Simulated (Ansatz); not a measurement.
Si$_{2}$NH$_{8}$Cl: geometry relaxation (part 1 of 2)

- system: Si$_{2}$NH$_{8}$Cl
- method: UKS B3LYP-D4/cc-pVDZ (Ansatz 0.2.0)

The input holds or restrains some coordinates. Forces given for the steps count only the free coordinates. It belongs to a series of runs on one base structure; here: pulled along the bonds that form and break, towards end B. Figures and captions count atoms from 1; the log counts them from 0 in places.

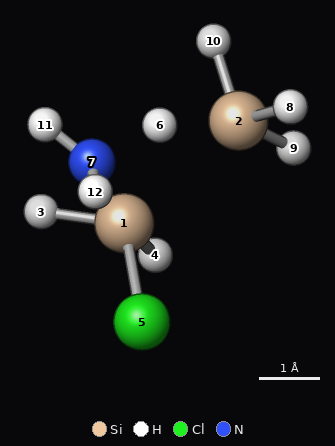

The input geometry (ball-and-stick view, seen at a tilt; atoms are numbered from 1 in the order of the input). Bond lengths as drawn: Cl–Si 2.04 Å, H–N 1.01 Å and H–Si 1.46 to 1.49 Å.

### Input
```yaml
crystal:
  periodic: [false, false, false]
  atoms:
    - { symbol: Si, position_ang: [-1.195, 0.164, -0.2949] }
    - { symbol: Si, position_ang: [0.6279, -1.2529, 0.8886] }
    - { symbol: H, position_ang: [-1.548, 0.2312, -1.7151] }
    - { symbol: H, position_ang: [-2.2797, -0.7423, 0.173] }
    - { symbol: Cl, position_ang: [-1.7422, 1.8292, 0.7548] }
    - { symbol: H, position_ang: [1.0989, 0.2744, -0.095] }
    - { symbol: "N", position_ang: [0.5651, 1.214, -0.876] }
    - { symbol: H, position_ang: [1.6785, -0.7528, 1.7985] }
    - { symbol: H, position_ang: [-0.1628, -2.1341, 1.7438] }
    - { symbol: H, position_ang: [1.321, -2.1539, -0.0453] }
    - { symbol: H, position_ang: [0.9193, 1.177, -1.8252] }
    - { symbol: H, position_ang: [0.717, 2.1462, -0.5072] }
magnetization:
  spin_polarized: true
basis:
  gaussian: { orbitals: cc-pVDZ }
hamiltonian:
  xc: b3lyp
  dispersion: d4
relax:
  f_tol: 0.15
  max_steps: 25
  restrain:
    - { distance: [0, 6], at: 1.82, k: 30.0 }
    - { distance: [5, 1], at: 1.42, k: 30.0 }
    - { distance: [0, 1], at: 3.52, k: 30.0 }
    - { distance: [5, 6], at: 2.32, k: 30.0 }
output:
  orbitals: {}
```

Run on 4 threads of Arm Neoverse N1, 16 GiB of memory available, shared host.

Command:
```bash
ansatz run input.yaml --threads 4 --pin off --max-ram 5120MiB --backend cpu --events-out ev --progress --plain --runs-dir out
```

### Output
```
The last accepted step is kept in [file] (removed where the run ends without a failure and the disk answers)
Engine: ansatz 0.2.0, aarch64-unknown-linux-gnu
Functional definition: B3LYP
  parameter a0 = 0.2
  parameter ax = 0.72
  parameter ac = 0.81
  exchange = (1 - a0 - ax)*slater_x + ax*b88_x + a0*exact_x
  correlation = (1 - ac)*vwn_rpa_c + ac*lyp_c
1205 factors; integrals over basis functions are off by at most 3.4e-4 eV
mean field evaluation 1: about -29893.6731 eV, gradient 3.3e1 eV
mean field evaluation 2: about -29883.8393 eV, gradient 5.5e1 eV
mean field evaluation 4: about -29898.3688 eV, gradient 1.5e0 eV
mean field evaluation 8: about -29898.4003 eV, gradient 2.9e-2 eV
mean field evaluation 16: about -29898.4003 eV, gradient 2.8e-5 eV
mean field -29898.40034198 eV, -1098.7459467040 hartree, gradient 2.8e-5 eV, S^2 0.000000; 0 other end points of the search recorded, 0 dependent functions left out
the calculation of the forces begins
reference -29898.40064486 eV, -1098.7459578349 hartree; 30, 30 occupied and 78, 78 virtual orbitals, 1205 factors
relax step   1: F+E_penalty+E_count = -29898.87241075 eV  Δ(F+E_penalty+E_count) = +0.000e0 eV  max|allowed force component| = 3.662e0 eV/Å  E_restraint = 32.02485088 eV  max|allowed force component, restraints' pulls added| = 2.835e1 eV/Å  Δτ_max = 0.0000 Å  (29 SCF iters, accepted)
  distance Si 0 - N 6 = 2.1303 Å
  distance H 5 - Si 1 = 1.8767 Å
  distance Si 0 - Si 1 = 2.5945 Å
  distance H 5 - N 6 = 1.3333 Å
these checks for a lower state are left out or cut short: starts, cluster_reference, orbital_swaps, neighbouring_geometries, increment
1205 factors; integrals over basis functions are off by at most 3.2e-4 eV
mean field -29897.07394944 eV, -1098.6972026773 hartree, gradient 9.2e-6 eV, S^2 0.000000; 0 other end points of the search recorded, 0 dependent functions left out
[... from here on the field's lines of each further geometry are left out, up to the last ...]
relax step   2: F+E_penalty+E_count = -29897.53908314 eV  Δ(F+E_penalty+E_count) = +1.333e0 eV  max|allowed force component| = 2.150e0 eV/Å  E_restraint = 15.74218730 eV  max|allowed force component, restraints' pulls added| = 2.069e1 eV/Å  Δτ_max = 0.1949 Å  (38 SCF iters, accepted)
relax step   3: F+E_penalty+E_count = -29897.29664119 eV  Δ(F+E_penalty+E_count) = +2.424e-1 eV  max|allowed force component| = 3.009e0 eV/Å  E_restraint = 5.58733121 eV  max|allowed force component, restraints' pulls added| = 1.207e1 eV/Å  Δτ_max = 0.1949 Å  (36 SCF iters, accepted)
relax step   4: F+E_penalty+E_count = -29898.49993136 eV  Δ(F+E_penalty+E_count) = -1.203e0 eV  max|allowed force component| = 2.538e0 eV/Å  E_restraint = 0.30703285 eV  max|allowed force component, restraints' pulls added| = 2.538e0 eV/Å  Δτ_max = 0.1947 Å  (34 SCF iters, accepted)
relax step   5: F+E_penalty+E_count = -29899.79587874 eV  Δ(F+E_penalty+E_count) = -1.296e0 eV  max|allowed force component| = 3.132e0 eV/Å  E_restraint = 0.02019351 eV  max|allowed force component, restraints' pulls added| = 2.676e0 eV/Å  Δτ_max = 0.1946 Å  (29 SCF iters, accepted)
relax step   6: F+E_penalty+E_count = -29900.66490287 eV  Δ(F+E_penalty+E_count) = -8.690e-1 eV  max|allowed force component| = 8.967e-1 eV/Å  E_restraint = 0.03675275 eV  max|allowed force component, restraints' pulls added| = 8.967e-1 eV/Å  Δτ_max = 0.1946 Å  (28 SCF iters, accepted)
relax step   7: F+E_penalty+E_count = -29900.99476158 eV  Δ(F+E_penalty+E_count) = -3.299e-1 eV  max|allowed force component| = 1.108e0 eV/Å  E_restraint = 0.04361071 eV  max|allowed force component, restraints' pulls added| = 8.890e-1 eV/Å  Δτ_max = 0.2000 Å  (27 SCF iters, accepted)
relax step   8: F+E_penalty+E_count = -29901.20162800 eV  Δ(F+E_penalty+E_count) = -2.069e-1 eV  max|allowed force component| = 1.090e0 eV/Å  E_restraint = 0.03815700 eV  max|allowed force component, restraints' pulls added| = 3.102e-1 eV/Å  Δτ_max = 0.1988 Å  (28 SCF iters, accepted)
relax step   9: F+E_penalty+E_count = -29901.27559857 eV  Δ(F+E_penalty+E_count) = -7.397e-2 eV  max|allowed force component| = 1.154e0 eV/Å  E_restraint = 0.04451391 eV  max|allowed force component, restraints' pulls added| = 2.177e-1 eV/Å  Δτ_max = 0.1939 Å  (28 SCF iters, accepted)
relax step  10: F+E_penalty+E_count = -29901.33609566 eV  Δ(F+E_penalty+E_count) = -6.050e-2 eV  max|allowed force component| = 1.269e0 eV/Å  E_restraint = 0.05699382 eV  max|allowed force component, restraints' pulls added| = 5.016e-1 eV/Å  Δτ_max = 0.1942 Å  (27 SCF iters, accepted)
relax step  11: F+E_penalty+E_count = -29901.36538545 eV  Δ(F+E_penalty+E_count) = -2.929e-2 eV  max|allowed force component| = 1.248e0 eV/Å  E_restraint = 0.04421121 eV  max|allowed force component, restraints' pulls added| = 3.449e-1 eV/Å  Δτ_max = 0.1909 Å  (26 SCF iters, accepted)
relax step  12: F+E_penalty+E_count = -29901.38286990 eV  Δ(F+E_penalty+E_count) = -1.748e-2 eV  max|allowed force component| = 9.267e-1 eV/Å  E_restraint = 0.03619846 eV  max|allowed force component, restraints' pulls added| = 2.091e-1 eV/Å  Δτ_max = 0.1998 Å  (27 SCF iters, accepted)
the calculation of the forces begins
reference -29900.95587865 eV, -1098.8398609446 hartree; 30, 30 occupied and 78, 78 virtual orbitals, 1205 factors
relax step  13: F+E_penalty+E_count = -29901.39341360 eV  Δ(F+E_penalty+E_count) = -1.054e-2 eV  max|allowed force component| = 1.067e0 eV/Å  E_restraint = 0.03311549 eV  max|allowed force component, restraints' pulls added| = 8.928e-2 eV/Å  Δτ_max = 0.1230 Å  (28 SCF iters, accepted)
```

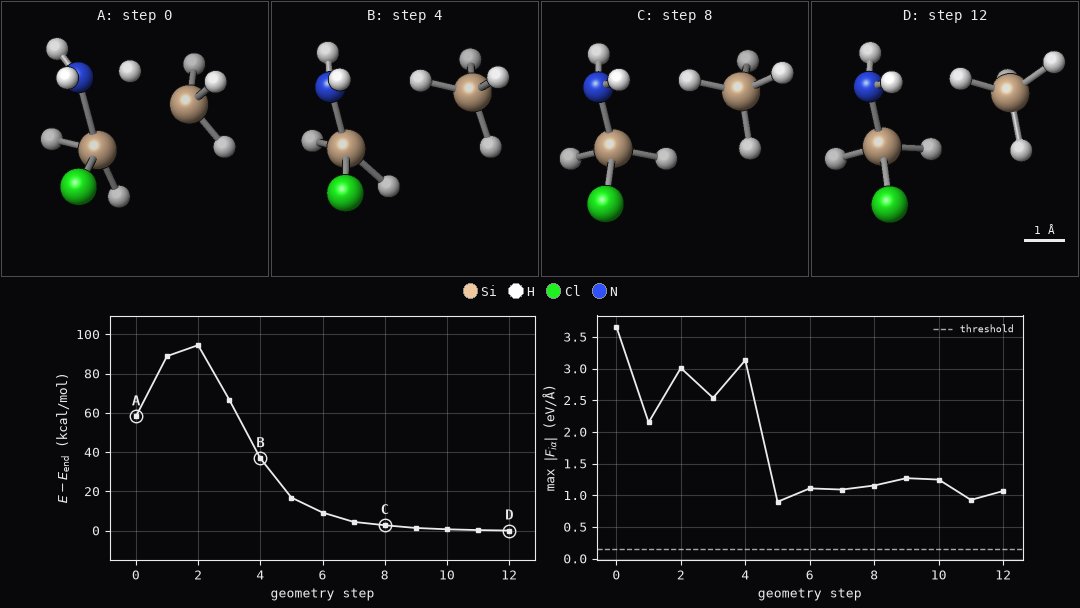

Frames of the restrained relaxation (ball-and-stick view, seen at a tilt) above the curves, on which the letters mark them (the first geometry is step 0 here and step 1 in the log).

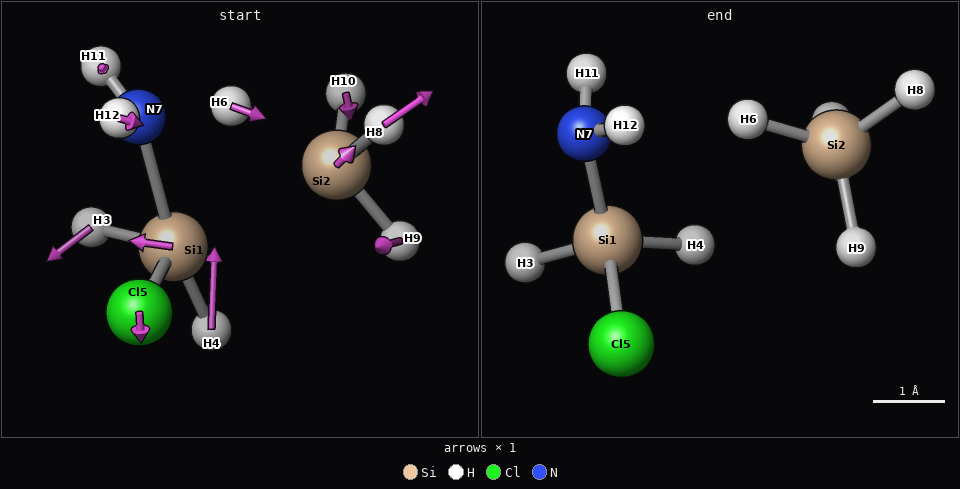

Before (left) and after (right) the restrained relaxation, at one scale (ball-and-stick view, seen at a tilt). The pink arrows give the displacements, at true length. The atom that moves furthest after the best rigid fit is H4 (1.21 Å). By element the largest moves are H 1.21 Å, Si 0.65 Å, N 0.54 Å, Cl 0.52 Å. Distances before and after: Si2–H6 1.877 → 1.448 Å, Si1–N7 2.130 → 1.786 Å, Si1–Cl5 2.043 → 2.095 Å, Si2–H10 1.471 → 1.495 Å. New bonds form: Si2–H6 (1.88 → 1.45 Å). Among the angles that change: H4–Si1–N7 171.0° → 117.8°, H3–Si1–N7 85.0° → 108.8°, Cl5–Si1–N7 87.7° → 105.4°. Over 12 geometry steps the energy falls by 58.1 kcal/mol. The largest force component goes from 3.7 to 1.1 eV/Å. (Atoms are counted from 1 in the order of the input.)

```
  distance Si 0 - N 6 = 1.7862 Å
  distance H 5 - Si 1 = 1.4480 Å
  distance Si 0 - Si 1 = 3.5319 Å
  distance H 5 - N 6 = 2.3319 Å
1205 factors; integrals over basis functions are off by at most 5.8e-4 eV
mean field -29900.95557839 eV, -1098.8398499102 hartree, gradient 1.6e-5 eV, S^2 0.000000; 1 other end points of the search recorded, 0 dependent functions left out
the calculation of the forces begins
reference -29900.95587865 eV, -1098.8398609446 hartree; 30, 30 occupied and 78, 78 virtual orbitals, 1205 factors
Total energy: -29901.39371386 eV, -1098.8559510918 hartree
Atom 0 at    -1.310369     0.573580    -0.802953 Å, force     0.565136     0.709218    -0.383137 eV/Å
Atom 1 at     1.035009    -1.238250     1.118200 Å, force     0.188666    -0.959254     0.623224 eV/Å
Atom 2 at    -2.183825     0.627339    -2.007209 Å, force    -0.003152     0.011045    -0.020208 eV/Å
Atom 3 at    -1.173173    -0.847559    -0.372192 Å, force    -0.005276    -0.002689     0.001236 eV/Å
Atom 4 at    -2.242780     1.581597     0.779324 Å, force     0.017664    -0.043401    -0.001414 eV/Å
Atom 5 at     1.111938     0.033705     0.430446 Å, force     0.211371     0.491169    -0.117215 eV/Å
Atom 6 at     0.184764     1.493102    -1.134183 Å, force    -1.066693    -0.218886    -0.012260 eV/Å
Atom 7 at     2.261135    -1.437257     1.954571 Å, force     0.007246    -0.001550     0.001384 eV/Å
Atom 8 at    -0.167233    -1.295831     2.001185 Å, force     0.001957     0.024040    -0.005711 eV/Å
Atom 9 at     0.964453    -2.327984     0.097277 Å, force    -0.000480    -0.022046     0.007075 eV/Å
Atom 10 at     0.844541     1.052026    -1.773394 Å, force     0.044487     0.004019    -0.003690 eV/Å
Atom 11 at     0.675541     1.785531    -0.291073 Å, force     0.039073     0.008336    -0.089283 eV/Å
Dipole moment:     0.337150    -0.184168    -0.225568 e Å
```

### Trajectory as extended XYZ (Å, eV, eV/Å), 13 frames, from step=1 to step=13
```
12
Properties=species:S:1:pos:R:3:forces:R:3 step=1 energy=-29898.87241
Si   -1.1950    0.1640   -0.2949    0.6790  -1.1359  -0.0272
Si    0.6279   -1.2529    0.8886   -1.0456  -0.6140   0.0165
H    -1.5480    0.2312   -1.7151   -0.0498  -0.1377  -0.6814
H    -2.2797   -0.7423    0.1730   -0.2245  -0.4481   0.2463
Cl   -1.7422    1.8292    0.7548   -0.4692   1.3413   0.9185
H     1.0989    0.2744   -0.0950   -1.1818   3.6622  -2.7745
N     0.5651    1.2140   -0.8760    1.5613  -2.7194   2.3669
H     1.6785   -0.7528    1.7985    0.4000   0.5105   0.1859
H    -0.1628   -2.1341    1.7438   -0.4738  -0.4059   0.4458
H     1.3210   -2.1539   -0.0453    0.3383  -0.3366  -0.4638
H     0.9193    1.1770   -1.8252    0.2756  -0.1745  -0.4871
H     0.7170    2.1462   -0.5072    0.1904   0.4582   0.2540
12
Properties=species:S:1:pos:R:3:forces:R:3 step=2 energy=-29897.53908
Si   -1.2666    0.2780   -0.3824    1.8839  -0.8834   0.7865
Si    0.7530   -1.2946    0.9283   -1.7028  -0.2676  -0.5301
H    -1.5554    0.2328   -1.7443   -0.8133  -0.0839  -2.1504
H    -2.2764   -0.7393    0.1710    0.6441  -0.0390  -0.0052
Cl   -1.7507    1.8516    0.7671   -0.8346   1.6489   1.2123
H     1.1267    0.1205    0.0213   -1.9903   1.4328  -1.1597
N     0.4623    1.2609   -0.9244    1.2668  -1.7578   1.4161
H     1.6988   -0.7424    1.8127    1.5723   0.4373   1.3712
H    -0.1625   -2.1357    1.7460   -0.2828   0.0752   0.1114
H     1.3324   -2.1649   -0.0561    0.7707  -0.9840  -0.6393
H     0.9204    1.1786   -1.8321   -0.2471   0.0129  -0.3692
H     0.7178    2.1543   -0.5071   -0.2670   0.4086  -0.0436
```
